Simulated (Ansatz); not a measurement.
System: Al$_{2}$H$_{6}$O.

```yaml
atoms:
  - { symbol: Al, position_ang: [0.1304, -0.2511, 0.2063] }
  - { symbol: H, position_ang: [-0.9027, 0.7444, 0.9107] }
  - { symbol: H, position_ang: [1.5511, 0.1667, -0.3832] }
  - { symbol: H, position_ang: [-0.7156, -1.2067, -1.0119] }
  - { symbol: O, position_ang: [0.1718, -1.9227, 1.0867] }
  - { symbol: Al, position_ang: [-0.8488, -2.7924, -0.2472] }
  - { symbol: H, position_ang: [0.0116, -3.8303, -1.0976] }
  - { symbol: H, position_ang: [-2.3552, -3.0203, 0.2354] }
  - { symbol: H, position_ang: [0.1865, -2.0974, 2.0415] }
```

Theory: RKS revPBE-D4/def2-SVP in Ansatz 0.2.0.

What will maps of the electron density and electron localisation function show?

Al–O (1.89 Å): ρ is about 0.53 e/Å³ halfway; the ELF peaks at about 0.90 in the valence shell of O, 0.7 Å from its nucleus, and is about 0.40 at the midpoint.

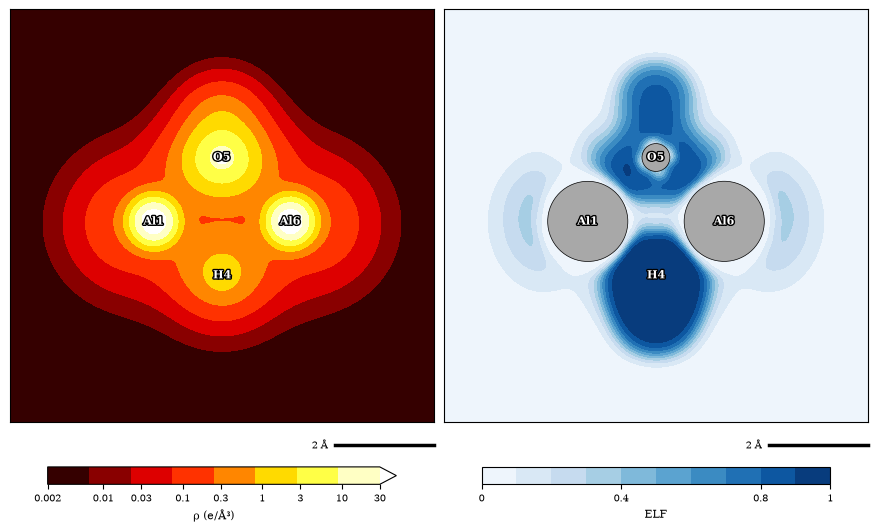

Computed electron density and electron localisation function on the plane of atoms Al1, O5 and Al6, in this order. Grey discs cover the atomic cores in the ELF map. 
